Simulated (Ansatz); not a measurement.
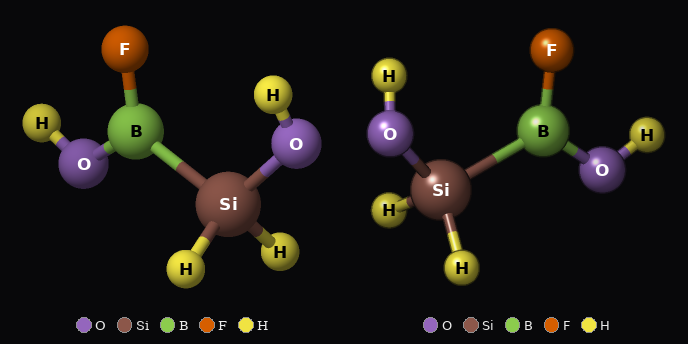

Two views of one molecule.

Describe the molecule.

It has 9 atoms: 1 boron, 1 fluorine, 4 hydrogen, 2 oxygen and 1 silicon (BFH₄O₂Si). SMILES: `O[SiH2]B(O)F`. It has no ring. Among its groups: Si–H bond, Si–O bond. The point group is C1. Coordination: 2 O bent; 1 Si tetrahedral; 1 B trigonal planar.

The parts below concern this one geometry. Atoms keep their numbers from picture to picture. The computed structure is the end point of a PBE0-D4/def2-TZVP optimisation.

**Vibrations**

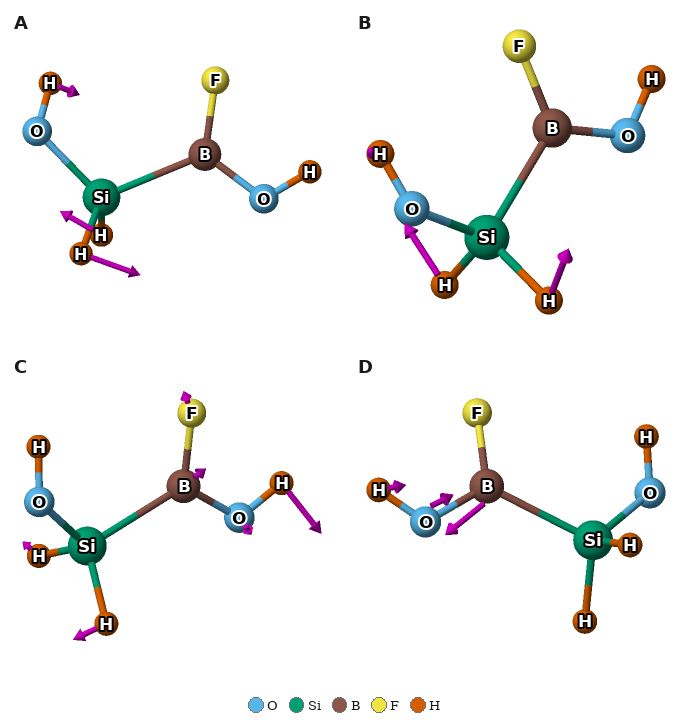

4 normal modes of one molecule or complex, as arrows. Harmonic vibrations computed with RKS PBE0-D4/def2-TZVP (Ansatz 0.2.0) at a stationary point of the same level.

Question: Match the panels to the wavenumbers 581 cm⁻¹, 732 cm⁻¹, 955 cm⁻¹, 1394 cm⁻¹.

Answer: A: 732 cm⁻¹, angle bending
B: 955 cm⁻¹, H–Si–H bending
C: 581 cm⁻¹
D: 1394 cm⁻¹

**Levels of theory compared**

Program: Ansatz 0.2.0.

At this fixed geometry, give HOMO–LUMO gap (eV) at these levels: B3LYP-D4/def2-TZVPP; B97M-V/def2-TZVPP; BHLYP-D4/def2-TZVPP; HSE06 (plane-wave form)-D4/def2-TZVPP; PBE-D4/def2-TZVPP; PBE0-D4/def2-SVP; SPW92 (LDA)/def2-TZVPP; r2SCAN-D4/def2-TZVPP; revPBE-D4/def2-TZVPP; ωB97M-V/def2-SVP; ωB97M-V/def2-TZVPP; ωB97X-V/def2-TZVPP.

```
                                level  HOMO–LUMO gap (eV)
                  B3LYP-D4/def2-TZVPP                7.27
                    B97M-V/def2-TZVPP                5.87
                  BHLYP-D4/def2-TZVPP               10.06
HSE06 (plane-wave form)-D4/def2-TZVPP                6.89
                    PBE-D4/def2-TZVPP                5.31
                     PBE0-D4/def2-SVP                7.71
               SPW92 (LDA)/def2-TZVPP                5.16
                 r2SCAN-D4/def2-TZVPP                5.90
                 revPBE-D4/def2-TZVPP                5.37
                     ωB97M-V/def2-SVP               12.02
                   ωB97M-V/def2-TZVPP               11.89
                   ωB97X-V/def2-TZVPP               12.31
```

**Charges**

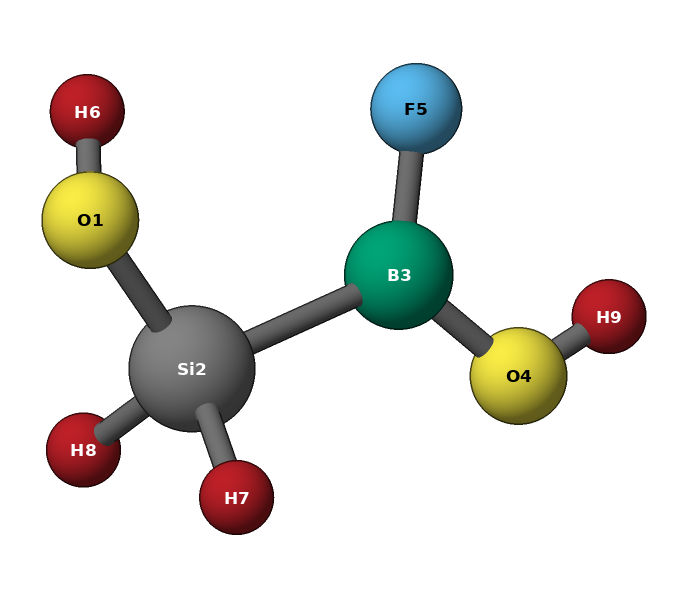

The questions are on Mulliken charges. Method: RKS PBE0-D4/def2-TZVP (Ansatz 0.2.0).

Question: Which atom carries the highest charge (most positive or least negative)?

Answer: B3, H6, H9 (0.33 e).

Question: And the lowest?

Answer: O1 (−0.53 e).

List the Mulliken charges.

```json
{"atom": "O1", "value (e)": "−0.53"}
{"atom": "Si2", "value (e)": "0.27"}
{"atom": "B3", "value (e)": "0.33"}
{"atom": "O4", "value (e)": "−0.38"}
{"atom": "F5", "value (e)": "−0.26"}
{"atom": "H6", "value (e)": "0.33"}
{"atom": "H7", "value (e)": "−0.03"}
{"atom": "H8", "value (e)": "−0.05"}
{"atom": "H9", "value (e)": "0.33"}
```

Mulliken values depend strongly on the basis set and can even reverse the polarity of a bond.
